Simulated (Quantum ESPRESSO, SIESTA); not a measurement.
**How stiff is bcc Mo? Volume scan at PBEsol**

What equilibrium volume and bulk modulus does PBEsol give for bcc Mo, and do programs with other bases and potentials agree?

Numbers are calculated unless marked as measured.

**Measured values to reproduce.**

“Anisotropic Resistivity Size Effect in Epitaxial Mo(001) and Mo(011) Layers” (2023, pmc:10052566) quotes from earlier work for Mo, body-centred cubic (bulk Mo, literature value): lattice constant a (cubic lattice constant, literature experiment) 3.147 Å [literature experimental value used as input for the DFT calculation; temperature not …].

### 1. Set-up

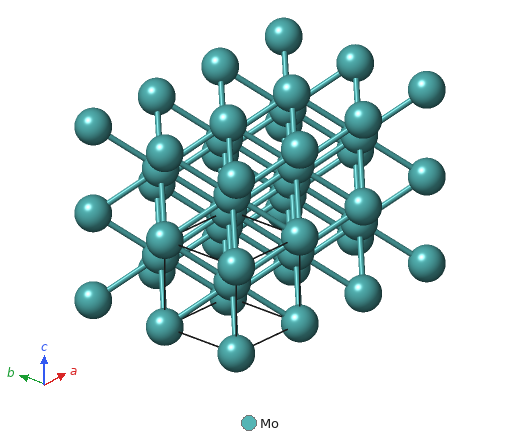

The structure nearest the reference's minimum (molybdenum teal). 3×2×2 conventional cells are drawn. Some periodic images of atoms are drawn too.

The cell holds 1 atom (1 Mo). It starts from typed lattice constants, and its volume is changed by -8 to +8 %. Symmetry fixes shape and atoms, so all levels solve the scaled cells as they are.

### 2. One input

Quantum ESPRESSO 7.5: Kohn-Sham DFT, PBEsol, GBRV 1.5 ultrasoft pseudopotentials, plane waves. Its pw.in for the cell at -2 %:

```
&control
  calculation = 'scf'
  pseudo_dir = './pseudo'
  outdir = './tmp'
  disk_io = 'none'
  tprnfor = .true.
  tstress = .true.
/
&system
  ibrav = 0
  nat = 1
  ntyp = 1
  ecutwfc = 45
  ecutrho = 270
  occupations = 'smearing'
  smearing = 'fd'
  degauss = 0.007350
/
&electrons
  conv_thr = 1.0e-08
  electron_maxstep = 100
  mixing_beta = 0.3
  mixing_mode = 'plain'
  diagonalization = 'david'
/
ATOMIC_SPECIES
Mo 95.950 Mo.upf
CELL_PARAMETERS angstrom
-1.56940 1.56940 1.56940
1.56940 -1.56940 1.56940
1.56940 1.56940 -1.56940
ATOMIC_POSITIONS crystal
Mo 0.00000 0.00000 0.00000
K_POINTS automatic
14 14 14 0 0 0
```

The job ended after 6 s (2 MPI ranks of Arm Neoverse V1, shared host; peak memory 0.17 GiB).

### 3. Programs and settings

| level | basis or training data | k-meshes | runs with an energy | CPU time | peak memory (GiB) |
| --- | --- | --- | --- | --- | --- |
| QE, PBEsol (reference) | plane waves, GBRV 1.5 ultrasoft, 45/270 Ry | 14×14×14 | 9 of 9 | 1.9 min | 0.17 |
| SIESTA DZP, PBEsol | DZP orbitals, shift 0.01 Ry, mesh 400 Ry | 14×14×14 | 9 of 9 | 6.4 min | 0.37 |

CPU times are sums over those runs, relaxations that stopped short among them, on a shared host, and rough.

### 4. Energy and pressure

Energy over each level's lowest row (meV an atom), then pressure (GPa):

```
volume change (%)  volume (Å³/atom)  E, QE, PBEsol  E, SIESTA DZP, PBEsol  P, QE, PBEsol  P, SIESTA DZP, PBEsol
               -8            14.515          41.21                  37.64          16.54                  16.93
               -6            14.831          14.55                  11.62           9.56                   9.49
               -4            15.146           1.26                   0.00           3.14                   2.85
               -2            15.462           0.00                   0.68          -2.64                  -3.19
               +0            15.777           9.62                  12.51          -7.86                  -8.69
               +2            16.093          29.03                  34.59         -12.61                 -13.48
               +4            16.408          57.25                  65.61         -16.84                 -17.90
               +6            16.724          93.34                 104.54         -20.62                 -21.75
               +8            17.040         136.56                 150.63         -24.02                 -25.27
```

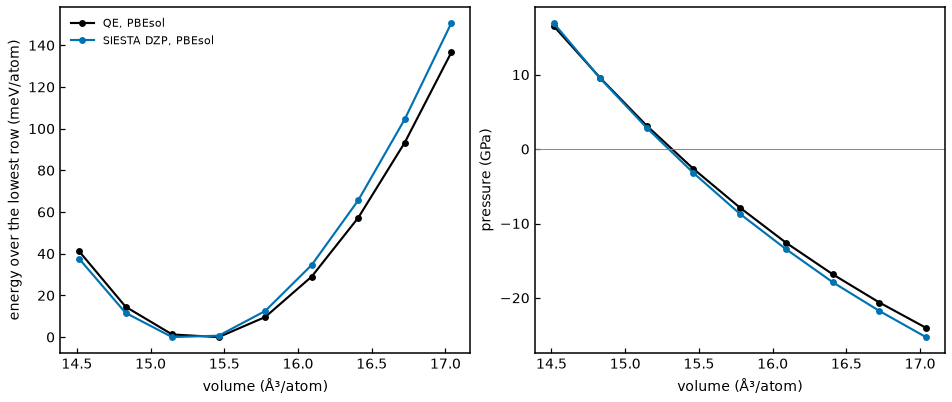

Energy and pressure against volume.

### 5. Fits

Third-order Birch–Murnaghan fits: the energy is a cubic in V^(−2/3), fitted to the energies of the rows that share one k-mesh, or through its derivative to the printed pressures. A tick marks the fit quoted below: that to energies where it misses by under 0.12 meV an atom, else that to pressures.

| level | fitted to | V0 (Å³/atom) | a (Å) | B0 (GPa) | B′ | r.m.s. miss |
| --- | --- | --- | --- | --- | --- | --- |
| QE, PBEsol | energies, 9 rows ✓ | 15.337 | 3.130 | 278.9 | 4.13 | 0.02 meV/atom |
| QE, PBEsol | pressures, 9 rows | 15.312 | 3.129 | 278.9 | 4.01 | 0.04 GPa |
| SIESTA DZP, PBEsol | energies, 9 rows ✓ | 15.283 | 3.127 | 294.0 | 4.48 | 0.06 meV/atom |
| SIESTA DZP, PBEsol | pressures, 9 rows | 15.289 | 3.127 | 292.8 | 4.20 | 0.04 GPa |

### 6. Findings

From its energies, the reference gives V0 = 15.337 Å³ an atom (a = 3.130 Å), B0 = 279 GPa and B′ = 4.1. SIESTA DZP, PBEsol (energies) lies -0.35 % from it in volume and +5.4 % in bulk modulus. Where both fits stand, they agree on V0 within 0.3 %.

Computed beside measured:

```
              quantity  measured      QE, PBEsol  SIESTA DZP, PBEsol
lattice constant a (Å)     3.147  3.130 (-0.5 %)      3.127 (-0.6 %)
```

Measured values from pmc:10052566 (2023).

**Against experiment.** The reference's lattice constant a lies -0.5 % from the measured 3.147 Å, the other levels' -0.6 %. The grades are ours: good and fair within 0.7 and 1.5 % for the lattice constant a. For lattice constants the calculation has a static lattice, without zero-point motion or thermal motion.

Caveats: The nuclei are static, without zero-point or thermal motion. Spin–orbit coupling is left out. SIESTA's automatically made basis is far from complete, and its potentials were converted by us (checked for H, C, O, Si, Ge and Ca alone). The DFT runs use Fermi–Dirac occupations of width 0.1 eV, and energies are free energies.

[Logs are printed without paths, hosts, clocks, repeated set-up lines and the standing remarks that a program may print on its own settings, such as how far it seeks lower states.]

[Hosts, paths, dates, database ids (printed as entryN), source tags and the programs' standing remarks are cut or masked in the printed files.]
